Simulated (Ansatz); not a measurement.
Nudged elastic band of TaH₃ClOF₃

- system: TaH₃ClOF₃
- method: RHF/def2-SVP (Ansatz 0.2.0)

One setting was made poor on purpose. It belongs to a series of runs on one base structure; here: an input spoilt on purpose.

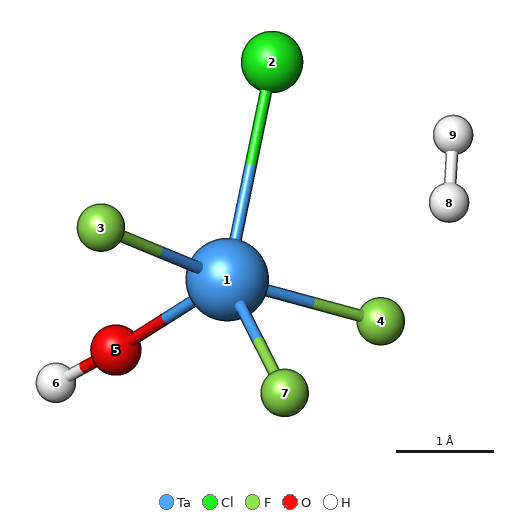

*The structure as given in the input (ball-and-stick view, seen at a tilt; atoms are numbered from 1 in the order of the input). Sticks mark near contacts.*

What the run reported

```json
{"quantity": "outcome", "value": "refused by the program"}
{"quantity": "hardware", "value": "2 threads of Intel Xeon (Granite Rapids), 32 GiB of memory available, shared host"}
```

What went wrong

The program refused the input: “2 input errors — fix all and re-run 1. invalid value for `neb.images`: must be ≥ 1; got 0 2 …” A deliberately poor setting: bad input.

Input
```yaml
crystal:
  periodic: [false, false, false]
  atoms:
    - { symbol: Ta, position_ang: [-0.091832, 0.330585, 0.244563] }
    - { symbol: Cl, position_ang: [2.188756, 0.801657, 0.344216] }
    - { symbol: F, position_ang: [-0.115202, 0.315709, 2.127595] }
    - { symbol: F, position_ang: [0.119837, -0.057279, -1.585756] }
    - { symbol: O, position_ang: [-1.137686, 1.8131, 0.03014] }
    - { symbol: H, position_ang: [-1.651815, 2.599974, -0.04908] }
    - { symbol: F, position_ang: [-1.022169, -1.281994, 0.347951] }
    - { symbol: H, position_ang: [1.369288, -2.993938, 0.679826] }
    - { symbol: H, position_ang: [2.046223, -2.678613, 0.689744] }
basis:
  gaussian: { orbitals: def2-SVP }
hamiltonian:
  xc: hf
neb:
  order_check: false
  images: 0
  f_tol: 0.05
  max_iterations: 3
  final_atoms:
    - { symbol: Ta, position_ang: [-0.84630766, -0.44151925, 0.28305099] }
    - { symbol: Cl, position_ang: [3.45108475, 0.47990594, 0.44974006] }
    - { symbol: F, position_ang: [-0.91853885, -0.51016092, 2.16608454] }
    - { symbol: F, position_ang: [-0.64875629, -0.87743867, -1.54096342] }
    - { symbol: O, position_ang: [-0.39201893, 1.33880899, 0.13978191] }
    - { symbol: H, position_ang: [-0.29997871, 2.27229491, 0.05113561] }
    - { symbol: F, position_ang: [-2.57426863, -1.15776989, 0.22829798] }
    - { symbol: H, position_ang: [0.54903179, -1.46958288, 0.48651485] }
    - { symbol: H, position_ang: [3.38515252, -0.78533723, 0.56555648] }
  initial_path:
    images:
      - { positions_ang: [[-0.091832, 0.330585, 0.244563], [2.188756, 0.801657, 0.344216], [-0.115202, 0.315709, 2.127595], [0.119837, -0.057279, -1.585756], [-1.137686, 1.8131, 0.03014], [-1.651815, 2.599974, -0.04908], [-1.022169, -1.281994, 0.347951], [1.369288, -2.993938, 0.679826], [2.046223, -2.678613, 0.689744]] }
      - { positions_ang: [[-0.06532686, 0.24847851, 0.18160648], [2.3494257, 0.60094155, 0.28748334], [-0.10416766, 0.23435087, 2.07590036], [0.11473819, -0.03944885, -1.67315265], [-1.10156857, 1.79798235, 0.01235021], [-1.61575334, 2.41554449, 0.16848836], [-1.00447834, -1.37850975, 0.2459003], [1.18379354, -2.66841147, 0.77781058], [1.94873734, -2.36172671, 0.75281203]] }
      - { positions_ang: [[-0.03882172, 0.16637202, 0.11864996], [2.5100954, 0.40022611, 0.23075067], [-0.09313332, 0.15299274, 2.02420573], [0.10963938, -0.0216187, -1.76054931], [-1.06545113, 1.78286471, -0.00543958], [-1.57969167, 2.23111498, 0.38605672], [-0.98678768, -1.4750255, 0.14384959], [0.99829908, -2.34288494, 0.87579515], [1.85125167, -2.04484042, 0.81588006]] }
      - { positions_ang: [[-0.01231658, 0.08426553, 0.05569344], [2.6707651, 0.19951066, 0.17401801], [-0.08209898, 0.07163461, 1.97251109], [0.10454057, -0.00378855, -1.84794596], [-1.0293337, 1.76774706, -0.02322937], [-1.54363001, 2.04668547, 0.60362508], [-0.96909702, -1.57154124, 0.04179889], [0.81280462, -2.0173584, 0.97377973], [1.75376601, -1.72795414, 0.8789481]] }
      - { positions_ang: [[0.01418856, 0.00215904, -0.00726308], [2.8314348, -0.00120479, 0.11728535], [-0.07106464, -0.00972352, 1.92081645], [0.09944175, 0.01404161, -1.93534262], [-0.99321627, 1.75262942, -0.04101916], [-1.50756835, 1.86225595, 0.82119345], [-0.95140636, -1.66805699, -0.06025182], [0.62731016, -1.69183187, 1.07176431], [1.65628034, -1.41106785, 0.94201613]] }
      - { positions_ang: [[-0.2009355, -0.10876053, 0.06531544], [2.98634729, 0.11907289, 0.20039903], [-0.28293319, -0.13483287, 1.98213348], [-0.08760776, -0.20882846, -1.83674782], [-0.84291693, 1.64917431, 0.00418111], [-1.20567094, 1.96476569, 0.62867899], [-1.35712193, -1.54048522, 0.01188563], [0.60774057, -1.63626962, 0.92545194], [2.08849839, -1.25463519, 0.84790122]] }
      - { positions_ang: [[-0.41605955, -0.2196801, 0.13789395], [3.14125978, 0.23935058, 0.2835127], [-0.49480175, -0.25994222, 2.0434505], [-0.27465727, -0.43169853, -1.73815302], [-0.6926176, 1.5457192, 0.04938138], [-0.90377353, 2.06727543, 0.43616453], [-1.7628375, -1.41291344, 0.08402308], [0.58817098, -1.58070737, 0.77913958], [2.52071643, -1.09820254, 0.75378631]] }
      - { positions_ang: [[-0.63118361, -0.33059968, 0.21047247], [3.29617226, 0.35962826, 0.36662638], [-0.7066703, -0.38505157, 2.10476752], [-0.46170678, -0.6545686, -1.63955822], [-0.54231826, 1.4422641, 0.09458164], [-0.60187612, 2.16978517, 0.24365007], [-2.16855307, -1.28534166, 0.15616053], [0.56860139, -1.52514512, 0.63282722], [2.95293447, -0.94176988, 0.6596714]] }
      - { positions_ang: [[-0.84630766, -0.44151925, 0.28305099], [3.45108475, 0.47990594, 0.44974006], [-0.91853885, -0.51016092, 2.16608454], [-0.64875629, -0.87743867, -1.54096342], [-0.39201893, 1.33880899, 0.13978191], [-0.29997871, 2.27229491, 0.05113561], [-2.57426863, -1.15776989, 0.22829798], [0.54903179, -1.46958288, 0.48651485], [3.38515252, -0.78533723, 0.56555648]] }
```

Launch command:
```bash
ansatz run input.yaml --threads 2 --pin off --max-ram 3072MiB --backend cpu --events-out ev --progress --plain --runs-dir out
```

Log
```
Error: 2 input errors — fix all and re-run
  1. invalid value for `neb.images`: must be ≥ 1; got 0
  2. invalid value for `neb.initial_path`: its number of entries is 9 where neb.images is 0 — a listed band holds both endpoints and every movable image in path order, neb.images + 2 = 2 entries, and is never re-spaced: set neb.images to 7, or list 2 entries
```
